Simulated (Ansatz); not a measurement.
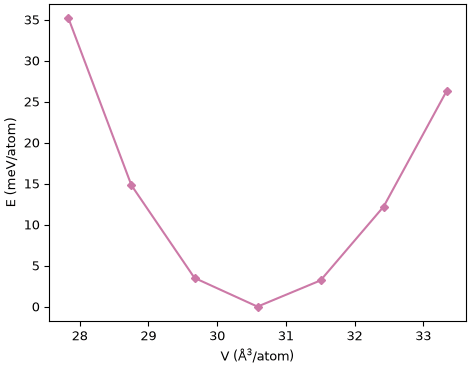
Figure. Ca₂Si (fluorite or antifluorite type, space group No. 225) under volume change, plane-wave PAW r²SCAN (Ansatz code), scaled uniformly.

Q: What does a third-order Birch–Murnaghan fit give for V₀, B₀ and B′?

A: V₀ = 30.59 Å³/atom, B₀ = 39.1 GPa, B′ = 3.8.

Space group Fm-3m (fluorite or antifluorite type). The first step of the workflow began from a Materials Project structure, measured or hypothetical; the Crystallography Open Database copy checked does not list it. Its standing as an ambient phase is unchecked. The r²SCAN relaxation kept the symmetry of its start; whether a distortion lowers the energy is not shown.

Potentials: the later of the program's two PAW sets.
